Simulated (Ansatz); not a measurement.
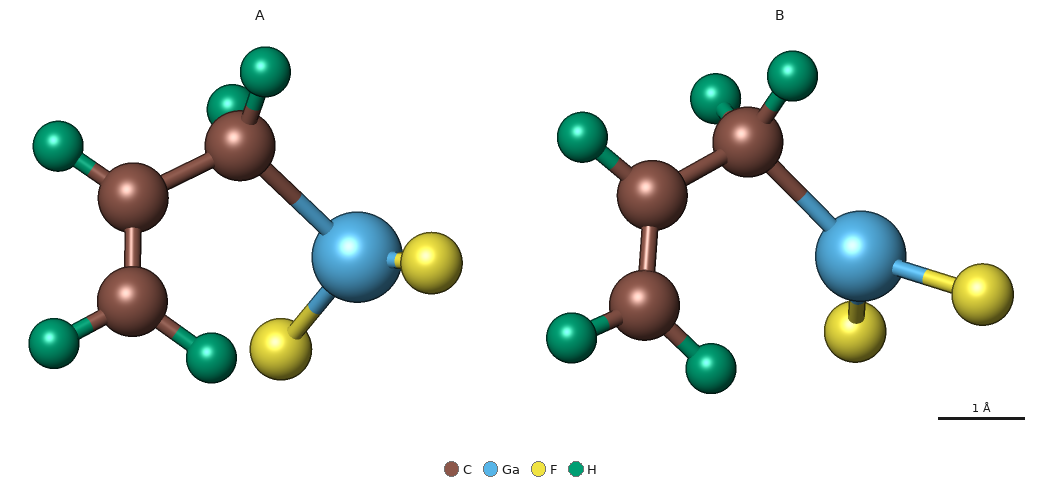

Two geometries of C3H5F2Ga (coarse preliminary run), drawn at one scale. One is the start of a relaxation, the other its converged end. The picture is a ball-and-stick view, seen at a tilt.

Theory: Ansatz 0.2.0, RKS PBE-D4/def2-SVP. Settings: force threshold 0.03 eV/Å; at most 200 steps.

Question: Which of the two is the end point?

Answer: Structure B is the relaxed one. The start comes from a force field. Over 15 accepted moves (16 points after the start) the energy falls by 521.8 kcal/mol. The largest force component goes from 110 to 0.028 eV/Å. The line search rejected the trial step at point 7 of the run. An F atom moves most after the best rigid fit: 0.69 Å. By element the largest moves are F 0.69 Å, H 0.46 Å, C 0.29 Å, Ga 0.20 Å. Some distances before and after: F–Ga 1.124 → 1.767 Å, F–Ga 1.949 → 1.767 Å, C–Ga 2.073 → 1.967 Å, C–C 1.289 → 1.344 Å. Bond angles that change, for instance: F–Ga–F 139.3° → 111.1°, Ga–C–H 85.4° → 107.9°, C–Ga–F 107.6° → 124.7°.
